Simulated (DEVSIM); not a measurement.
Structure: Ru/TiO2/p-InP capacitor, at 500 K.

```tsv
layer (left to right)	material	thickness (nm)	Na (cm⁻³)
1	TiO2	21.0	-
2	InP	530	1.4e18
```

Metal gate on the left, work function 4.7 eV. Fixed charge at the semiconductor interface 0 cm⁻² (in units of +e); no interface traps.

Constants are typed, rounded textbook-type inputs, not results; the design itself was drawn at random and stands for no fabricated device. Values at 300 K; Nc and Nv go as T^1.5, mobilities as T to minus their exponent, the gap by Varshni's rule with the affinity fixed.

| parameter | TiO2 | InP |
|---|---|---|
| gap (eV) | 3.2 | 1.344 |
| affinity (eV) | 3.9 | 4.38 |
| permittivity | 60 | 12.5 |
| Nc (cm⁻³) | - | 5.7e17 |
| Nv (cm⁻³) | - | 1.1e19 |
| Varshni α (eV/K) | - | 0.000363 |
| Varshni β (K) | - | 162 |

Simulated with DEVSIM: 1D Poisson equation in equilibrium, Boltzmann statistics, complete ionisation; no quantum confinement or tunnelling. Metal contacts follow the ideal Schottky-Mott rule: no Fermi-level pinning, no interface dipoles.

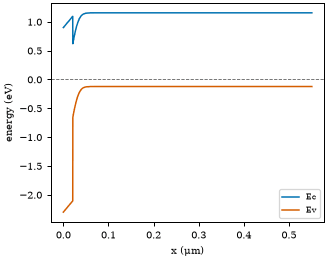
*Band edges at -0.1 V on the gate*

Energies count from the Fermi level of the right contact; mesh points crowd at the junctions.

| x (μm) | Ec (eV) | Ev (eV) | n (cm⁻³) | p (cm⁻³) | field (V/cm) |
|---|---|---|---|---|---|
| 0.000 | 0.900 | -2.300 | < 1e2 | < 1e2 | 93000 |
| 0.001081 | 0.910 | -2.290 | < 1e2 | < 1e2 | 93000 |
| 0.003187 | 0.930 | -2.270 | < 1e2 | < 1e2 | 93000 |
| 0.006897 | 0.964 | -2.236 | < 1e2 | < 1e2 | 93000 |
| 0.01479 | 1.038 | -2.162 | < 1e2 | < 1e2 | 93000 |
| 0.01819 | 1.070 | -2.130 | < 1e2 | < 1e2 | 93000 |
| 0.02005 | 1.087 | -2.113 | < 1e2 | < 1e2 | 93000 |
| 0.02141 | 0.635 | -0.643 | 4.9e11 | 7.8e12 | 440000 |
| 0.02294 | 0.699 | -0.578 | 1.1e11 | 3.5e13 | 410000 |
| 0.02613 | 0.820 | -0.458 | 6.7e9 | 5.8e14 | 340000 |
| 0.03221 | 0.992 | -0.286 | 1.2e8 | 3.1e16 | 220000 |
| 0.05061 | 1.150 | -0.127 | 3100000 | 1.2e18 | 12000 |
| 0.08236 | 1.156 | -0.122 | 2700000 | 1.4e18 | 13 |
| 0.1426 | 1.156 | -0.122 | 2700000 | 1.4e18 | ≈ 0 |
| 0.3196 | 1.156 | -0.122 | 2700000 | 1.4e18 | ≈ 0 |
| 0.4377 | 1.156 | -0.122 | 2700000 | 1.4e18 | ≈ 0 |
| 0.4939 | 1.156 | -0.122 | 2700000 | 1.4e18 | ≈ 0 |
| 0.5235 | 1.156 | -0.122 | 2700000 | 1.4e18 | ≈ 0 |
| 0.5406 | 1.156 | -0.122 | 2700000 | 1.4e18 | ≈ 0 |
| 0.5463 | 1.156 | -0.122 | 2700000 | 1.4e18 | ≈ 0 |
| 0.5493 | 1.156 | -0.122 | 2700000 | 1.4e18 | ≈ 0 |
| 0.5510 | 1.156 | -0.122 | 2700000 | 1.4e18 | ≈ 0 |
